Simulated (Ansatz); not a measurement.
**InSb: In → Cu**

Start from InSb in the zinc blende structure (space group F-43m, No. 216; a = 6.520 Å).

One thing is altered: Cu takes the place of In on all its sites; the structure is relaxed again.

Computed with plane-wave PAW DFT at the PBEsol level (Ansatz, a program for electronic structure, 420 eV), spin-orbit coupling left out, earlier PAW set. Γ-centred 14×14×14 mesh, Fermi–Dirac width 0.05 eV, for the changed cell.

```
quantity                                  base          changed        shift
-----------------------------  ---------------  ---------------  -----------
volume per atom                       34.64 Å³         23.90 Å³    -10.74 Å³
density                             5.67 g/cm³       6.44 g/cm³  +0.77 g/cm³
lattice parameter a                    6.520 Å          5.761 Å     -0.759 Å
space group                    F-43m (No. 216)  F-43m (No. 216)            –
shortest interatomic distance          2.823 Å          2.495 Å    -0.3285 Å
band gap                                  zero             zero            –
```

Final structure:

```yaml
crystal:
  lattice:
    - [0.00000, 2.88057, 2.88057]
    - [2.88057, 0.00000, 2.88057]
    - [2.88057, 2.88057, 0.00000]
  atoms:
    - { symbol: Sb, position: [0.75000, 0.75000, 0.75000] }
    - { symbol: Cu, position: [0.00000, 0.00000, 0.00000] }
```

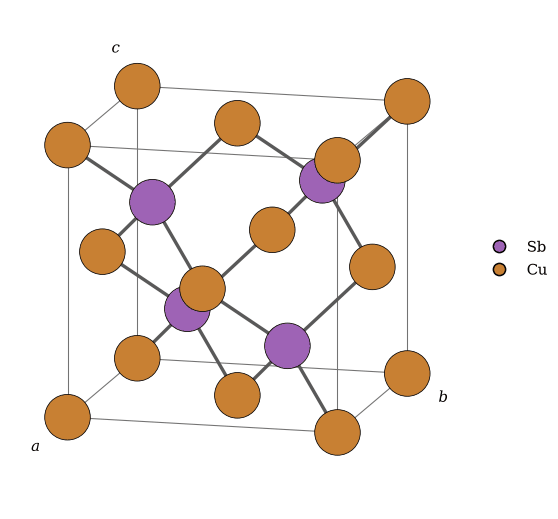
The relaxed conventional cell after the change

With Sb present, leaving out spin-orbit coupling can change the band edges. Whether these cells are dynamically stable was not tested. As relaxed here, CuSb is a hypothetical phase, not in the database extracts checked. The final runs are not spin-polarised. A zero or small gap of InSb can be the functional's error rather than a property of the material.
